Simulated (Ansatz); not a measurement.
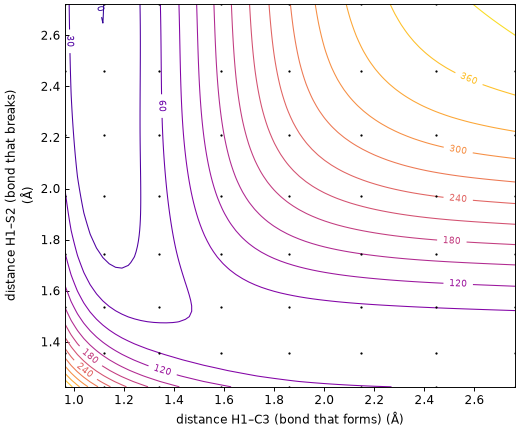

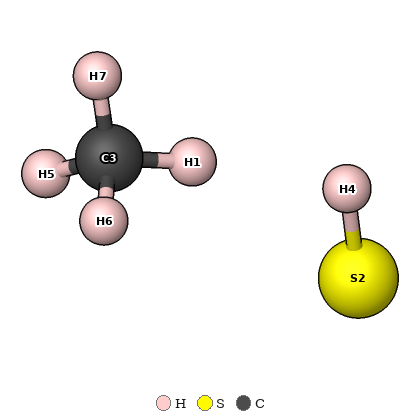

Energy landscape of the reacting system CH5S (fragments H₂S + CH₃ where the first distance is long, CH₄ + HS where the second is long), spin multiplicity 2. 
- Coordinates scanned: (1) distance H1–C3 (bond that forms); (2) distance H1–S2 (bond that breaks).
- Relaxed at each point: all other coordinates.
- The grid has 8 × 8 points.
- Points are written as (first, second).
- Energies are in kJ/mol, from the lowest grid point.
- In part of the range the unrestricted reference is strongly spin-contaminated.
- All numbers below come from Ansatz 0.2.0, UKS r2SCAN-D4/def2-SVP.

The picture shows contour lines labelled in kJ/mol, dots at the grid points. Between grid points the surface is interpolated. The second picture is the structure at the lowest point.

> Describe this landscape.

The lowest grid point is at (1.121 Å, 2.724 Å). It lies in a valley that leaves the map towards separated partners. Other grid points that lie below all their neighbours: (2.448 Å, 1.356 Å) (61 kJ/mol higher). The highest grid point, (2.763 Å, 2.724 Å), lies 402 kJ/mol above the lowest. On the interpolated surface the lowest path from the side where the first distance is long, (2.763 Å, 1.356 Å), to the side where the second distance is long, (1.121 Å, 2.724 Å), has its top at about (1.68 Å, 1.43 Å), about 3.1 kJ/mol above the start and 65 kJ/mol above the end.

Each point was launched as `ansatz run input.yaml --threads 1 --pin off --max-ram 2560MiB --backend cpu --events-out ev --progress --plain --runs-dir out`. The whole map (64 points run) took 35 min on 1 thread of Arm Neoverse V2, on a shared host.
